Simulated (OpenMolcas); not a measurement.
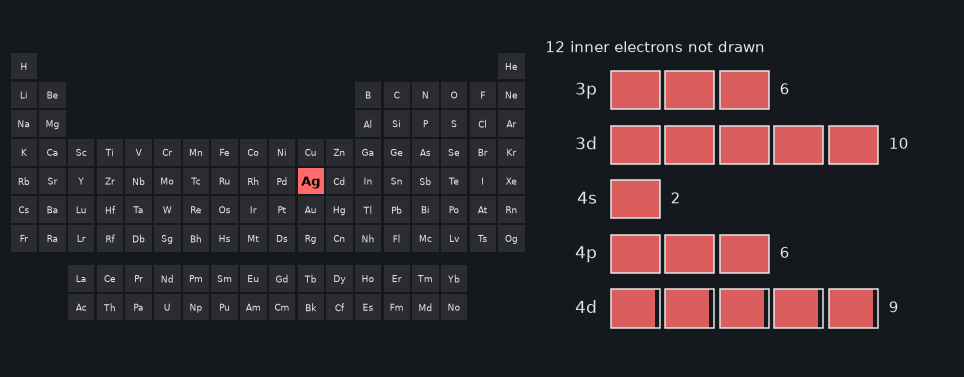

**Figure 1.** Left, the place of silver in the periodic table; right, the outer shells of the leading configuration of the lowest level: a box for each of the 2l + 1 orbitals, shaded by the share of the shell that is filled, with the electron count at the right.

**Multiconfigurational calculation, with input and output: Ag²⁺ complex**

- system: Ag²⁺ with 6 ligands (F; octahedron, 2.178 Å), embedded in Cs2NaYF6 by model potentials and point charges, whose field is part of the energies.
- method: state-averaged CASSCF, active space 9 electrons in the shell 4d, basis ANO-RCC-VTZP on the metal and ANO-RCC-VDZP on the ligands, DKH2 scalar Hamiltonian, spin-orbit coupling by RASSI with atomic mean-field integrals (OpenMolcas)

### Input file
```
&GATEWAY
Basis set
Ag.ANO-RCC-VTZP.
Ag1 0.0 0.0 0.0 Angstrom
End of basis
Basis set
F.ANO-RCC-VDZP.
L1 2.178000 0.000000 0.000000 Angstrom
L2 0.000000 2.178000 0.000000 Angstrom
L3 0.000000 0.000000 2.178000 Angstrom
End of basis
Basis set
Na.EMB-AIMP.Ruiperez.7s4p.1s1p.ECP.Cs2NaYF6.
PseudoCharge
* 3 symmetry-unique lattice sites within 7.6 angstrom
End of basis
Basis set
Cs.EMB-AIMP.Ruiperez.0s.0s.ECP.Cs2NaYF6.
PseudoCharge
* 16 symmetry-unique lattice sites within 7.6 angstrom
End of basis
Basis set
F.EMB-AIMP.Ruiperez.0s.0s.ECP.Cs2NaYF6.
PseudoCharge
* 27 symmetry-unique lattice sites within 7.6 angstrom
End of basis
Basis set
Y.EMB-AIMP.Ruiperez.0s.0s.ECP.Cs2NaYF6.
PseudoCharge
* 6 symmetry-unique lattice sites within 7.6 angstrom
End of basis
Symmetry
XYZ
AngMom=0.0 0.0 0.0
AMFI
RICD
XField
1537 Angstrom 0
* Evjen-weighted lattice charges
&SEWARD
&RASSCF
FileOrb=start.orb
Symmetry=1
Spin=2
nActEl=9 0 0
Inactive=24 24
Ras2=5 0
CIRoot=5 5 1
SDav=5
CIMx=300
Iter=150 100
PrWF=0.3
OrbListing=Nothing
MaxOrb=0
LevShft=1.0
>>> COPY $Project.JobIph JOB001
&RASSI
NrOfJobIphs=1 5
1 2 3 4 5
IphNames
JOB001
EJob
SpinOrbit
DIPRint=1.0
SOCoupling=1000.0
Subsets=2
Property=9
'ANGMOM' 1 'ANGMOM' 2 'ANGMOM' 3 'MLTPL  1' 1 'MLTPL  1' 2 'MLTPL  1' 3
'AMFI' 1 'AMFI' 2 'AMFI' 3
SOProperty=3
'ANGMOM' 1 'ANGMOM' 2 'ANGMOM' 3
```

The file start.orb holds starting orbitals from an earlier step. A driver script formed the levels outside the program, from RASSI's spin-orbit matrix and the active-space energies, averaged over the components of each term or state.

Hardware: 1 thread of Arm Neoverse V2, 24 GiB of memory available, shared host.

Launched with:
```bash
OMP_NUM_THREADS=1 MOLCAS_MEM=2457 MOLCAS_PROJECT=a pymolcas a.inp > a.log  # once for each step of the input, in one work folder
```

### Log (extracts)
```
--- SEWARD ---
Basis set label: AG.ANO-RCC...7S6P4D2F1G.

      Electronic valence basis set:
      ------------------
      Associated Effective Charge  47.000000 au
      Associated Actual Charge     47.000000 au
      Nuclear Model: Point charge

      Shell  nPrim  nBasis  Cartesian Spherical Contaminant
         s      21       7        X
         p      18       6        X
         d      13       4                 X
         f       6       2                 X
         g       4       1                 X
                  Relativistic Douglas-Kroll-Hess integrals:
                    - DKH order of Hamiltonian: 2
                    - DKH order of Properties : 0
                  Atomic mean-field integrals
--- RASSCF ---
Wave function specifications:
      -----------------------------

      Number of closed shell electrons          96
      Number of electrons in active shells       9
      Max number of holes in RAS1 space          0
      Max nr of electrons in RAS3 space          0
      Number of inactive orbitals               48
      Number of active orbitals                  5
      Number of secondary orbitals             123
      Spin quantum number                      0.5
      State symmetry                             1
Orbital specifications:
      -----------------------

      Symmetry species                           1   2
                                                ag  au
      Frozen orbitals                            0   0
      Inactive orbitals                         24  24
      Active orbitals                            5   0
      RAS1 orbitals                              0   0
      RAS2 orbitals                              5   0
      RAS3 orbitals                              0   0
      Secondary orbitals                        61  62
      Deleted orbitals                           0   0
      Number of basis functions                 90  86
      Number of CSFs                             5
      Number of root(s) required                 5
      Iter CI   SX   CI       RASSCF       Energy    max ROT     max BLB   max BLB  Level Ln srch  Step   QN
          iter iter root      energy       change     param      element    value   shift minimum  type update
 Nr of preliminary CI iterations:   1
      Total energies have been shifted. Add                -5000.00 au
        1   1   12    0  -909.35029482    0.00E+00  -5.97E-02   17  58 2 -3.33E-01*  1.35   0.00    SX    NO
        2   1   12    0  -910.01951681   -6.69E-01* -5.81E-02   12  32 2  9.11E-02*  1.08   0.00    SX    NO
        3   1   11    0  -910.08854262   -6.90E-02* -3.35E-02   24  34 2  3.70E-02*  1.00   0.00    SX    NO
        4   1   11    0  -910.09750457   -8.96E-03* -1.93E-02   24  34 2  2.07E-02*  0.98   0.00    SX    NO
        5   1   10    0  -910.09994163   -2.44E-03* -2.20E-02   24  34 2  1.25E-02*  0.97   2.26    LS   YES
        6   1   10    0  -910.10103693   -1.10E-03*  5.49E-03   12  30 1  4.91E-03*  0.96   1.11    QN   YES
        7   1   10    0  -910.10126071   -2.24E-04*  5.16E-03   12  30 1  2.64E-03*  0.96   1.96    LS   YES
        8   1    9    0  -910.10133155   -7.08E-05*  1.63E-03   26  64 1 -1.62E-03*  0.96   1.03    QN   YES
        9   1    9    0  -910.10135343   -2.19E-05* -7.00E-04   26  64 1 -5.61E-04*  0.96   1.25    QN   YES
       10   1    7    0  -910.10135663   -3.21E-06*  2.47E-04   27  48 1  2.21E-04*  0.96   1.20    QN   YES
       11   1    7    0  -910.10135710   -4.66E-07* -1.67E-04   29  35 1  8.99E-05   0.96   1.29    QN   YES
       12   1    6    0  -910.10135719   -9.01E-08* -9.36E-05   26  64 1  3.70E-05   0.96   1.28    QN   YES
       13   1    6    0  -910.10135721   -1.81E-08* -3.40E-05   27  48 1 -1.33E-05   0.96   1.24    QN   YES
       14   1    5    0  -910.10135721   -4.84E-09   5.04E-06   27  33 1 -5.42E-06   0.96   1.03    QN   YES
      Convergence after 14 iterations
       15   1    5    0  -910.10135721   -1.30E-10   5.04E-06   29  35 1 -1.39E-06   0.96   1.03    QN   YES
      Natural orbitals and occupation numbers for root  1
      sym 1:   2.000000   1.000000   2.000000   2.000000   2.000000
      Natural orbitals and occupation numbers for root  2
      sym 1:   2.000000   2.000000   2.000000   2.000000   1.000000
      Natural orbitals and occupation numbers for root  3
      sym 1:   1.000000   2.000000   2.000000   2.000000   2.000000
::    RASSCF root number  1 Total energy:  -5910.12898483
::    RASSCF root number  2 Total energy:  -5910.12898483
::    RASSCF root number  3 Total energy:  -5910.08293880
::    RASSCF root number  4 Total energy:  -5910.08293880
::    RASSCF root number  5 Total energy:  -5910.08293880
--- RASSI ---
SPIN-FREE ENERGIES:
  (Shifted by EMIN (a.u.) =      -5910.1289848295)

 SF State       Relative EMIN(au)   Rel lowest level(eV)    D:o, cm**(-1)

     1             0.0000000000        0.0000000000              0.0000
     2             0.0000000000        0.0000000000              0.0000
     3             0.0460460263        1.2529762079          10105.9347
     4             0.0460460263        1.2529762079          10105.9347
     5             0.0460460263        1.2529762079          10105.9347
     Dipole printing threshold changed to   1.00000000E+00
Eigenvalues of complex Hamiltonian:
   -----------------------------------
  (Shifted by EMIN (a.u.) =      -5910.1289848295)

 SO State       Relative EMIN(au)   Rel lowest level(eV)    D:o, cm**(-1)

     1            -0.0017785013        0.0000000000              0.0000
     2            -0.0017785013        0.0000000000              0.0000
     3            -0.0017785013        0.0000000000              0.0000
     4            -0.0017785013        0.0000000000              0.0000
     5             0.0382182167        1.0883661422           8778.2649
     6             0.0382182167        1.0883661422           8778.2649
     7             0.0517384325        1.4562699580          11745.6093
     8             0.0517384325        1.4562699580          11745.6093
     9             0.0517384325        1.4562699580          11745.6093
    10             0.0517384325        1.4562699580          11745.6093
Weights of the five most important spin-orbit-free states for each spin-orbit state.

 SO State  Total energy (au)           Spin-free states, spin, and weights
 -------------------------------------------------------------------------------------------------------
    1        -0.001779       2 0.5  0.5501    1 0.5  0.4167    5 0.5  0.0172    3 0.5  0.0089    4 0.5  0.0072
    2        -0.001779       1 0.5  0.5230    2 0.5  0.4437    4 0.5  0.0148    3 0.5  0.0119    5 0.5  0.0066
    3        -0.001779       2 0.5  0.8903    1 0.5  0.0765    4 0.5  0.0221    5 0.5  0.0062    3 0.5  0.0049
    4        -0.001779       1 0.5  0.9173    2 0.5  0.0494    3 0.5  0.0186    5 0.5  0.0144    4 0.5  0.0003
    5         0.038218       4 0.5  0.3333    5 0.5  0.3333    3 0.5  0.3333    1 0.5  0.0000    2 0.5  0.0000
    6         0.038218       4 0.5  0.3333    5 0.5  0.3333    3 0.5  0.3333    2 0.5  0.0000    1 0.5  0.0000
    7         0.051738       5 0.5  0.6445    4 0.5  0.1614    3 0.5  0.1608    2 0.5  0.0182    1 0.5  0.0151
    8         0.051738       3 0.5  0.4837    4 0.5  0.4831    1 0.5  0.0182    2 0.5  0.0151    5 0.5  0.0000
    9         0.051738       5 0.5  0.6445    4 0.5  0.1614    3 0.5  0.1608    2 0.5  0.0182    1 0.5  0.0151
   10         0.051738       3 0.5  0.4837    4 0.5  0.4831    1 0.5  0.0182    2 0.5  0.0151    5 0.5  0.0000
 -------------------------------------------------------------------------------------------------------
```

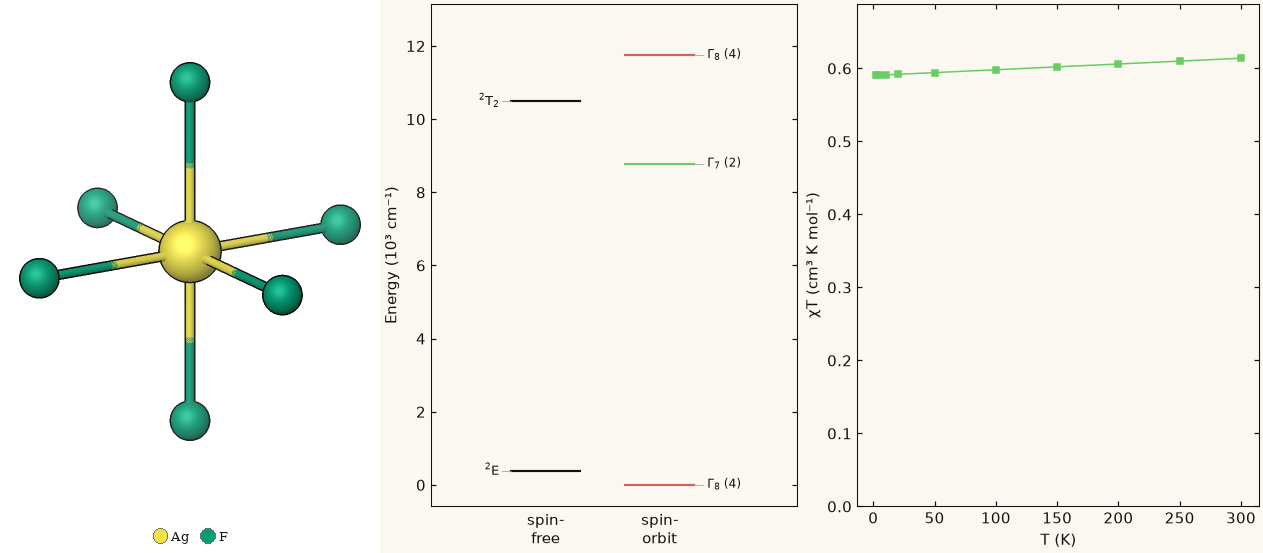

**Figure 2.** Ag²⁺ (4d⁹) as a dopant in Cs₂NaYF₆, a cluster with its 6 nearest F⁻ at 2.178 Å (octahedron) embedded in model potentials and point charges; the geometry was set, not optimised, and its levels and susceptibility. Labels give the representation in O, Td, D4 or D3 as the site allows (double group for half-integer spin) where it could be assigned and, in brackets, the degeneracy; spin-free states, where drawn, share the zero of the spin-orbit levels. Powder susceptibility by Van Vleck's formula. The ground level is Γ₈, 4-fold degenerate, 100 % from states of spin multiplicity 2. The next level lies at 8,780 cm⁻¹ (Γ₇). The lowest spin-free state is ²E, from the free-ion D term; of the same spin there follows at 10,100 cm⁻¹ (²T₂) above it. A ligand-field fit to the spin-free states gives |10Dq| = 10,100 cm⁻¹. χT is 0.591 cm³ K mol⁻¹ at 2 K and 0.614 at 300 K, an effective moment of 2.22 μB. The active orbitals hold 90 to 97 % metal character (Löwdin), and the Mulliken charge of the metal is +1.68.

### Key numbers

| quantity | value |
| --- | --- |
| outcome | converged |
| energy of the lowest spin-free term | −5910.12898 hartree |
| energy of the lowest spin-orbit level | −5910.13076 hartree |
| largest spread among components of a term | 0.0 cm⁻¹ |
| wall time | 14 s |
| peak memory | 0.4 GiB |

### Notes

Without dynamic correlation the splittings between terms come out too large, often by 20 to 50 %. Limits: orbital doublet at a regular site, Jahn-Teller distortion not allowed for; the geometry is set by hand, with no relaxation.
